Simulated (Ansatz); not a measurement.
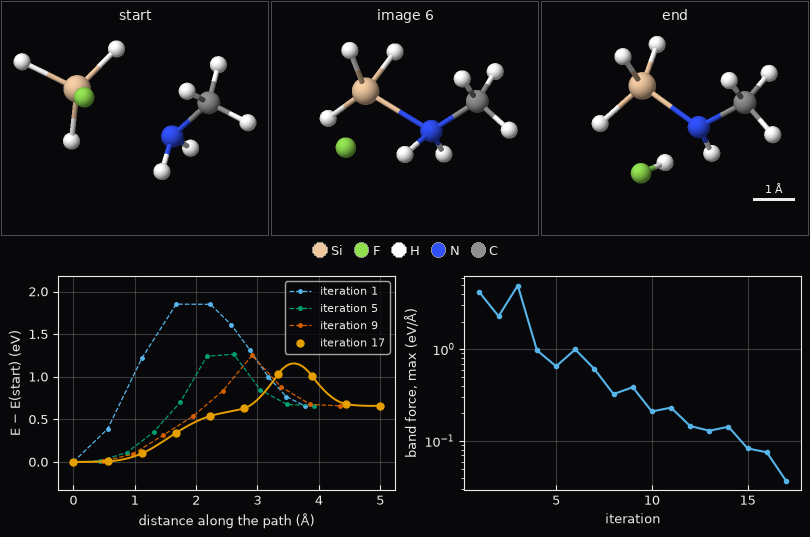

A nudged-elastic-band calculation for CH₈FNSi, made up of SiH$_{3}$F and CH5N. Images are numbered from 0 (start) to 9 (end). The plot follows the band through its iterations. A ball-and-stick model, seen at a tilt.

The calculation used RKS B3LYP-D4/def2-SVP (Ansatz 0.2.0). Set-up: 8 movable images; no climbing image; force threshold 0.05 eV/Å; iteration limit 60; starting path through a guess of the saddle point.

> Judge this run.

The run is converged, with reservations. The band converged in 17 iterations. The largest component of the band force went from 4.2 to 0.037 eV/Å. No image climbed, so the highest image needn't lie on the saddle point, and the true maximum along this path can be higher. The first iteration put the highest image at 1.85 eV. The highest point, image 6, lies 1.03 eV above the start and 0.37 eV above the end; the end is at +0.66 eV relative to the start.

Limits of the set-up: the start holds two separate molecules, 2.6 Å apart at their closest, whose relative position is a soft coordinate.
